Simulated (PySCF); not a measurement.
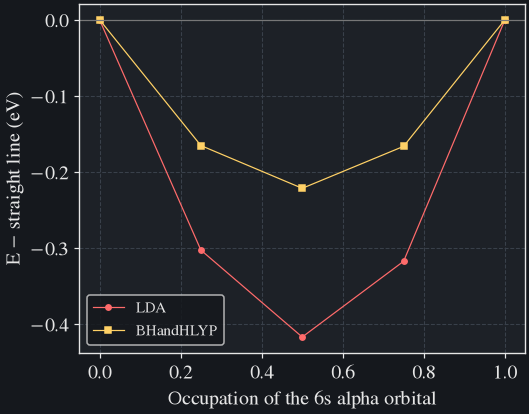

One 6s alpha orbital of neutral caesium ([Xe] 6s) is emptied in steps. The plot gives the energy less the straight line between the integer ends. PySCF, def2-SVP with a 46-electron core potential, unrestricted single determinants, no spin-orbit coupling.

Q: What do the curves say about each method?

A: LDA: convex (delocalisation error), largest departure −0.42 eV, removal energy 4.108 eV; BHandHLYP: convex (delocalisation error), largest departure −0.22 eV, removal energy 3.829 eV. The measured removal energy is 3.894 eV. The exact energy is a straight line between whole electron numbers.
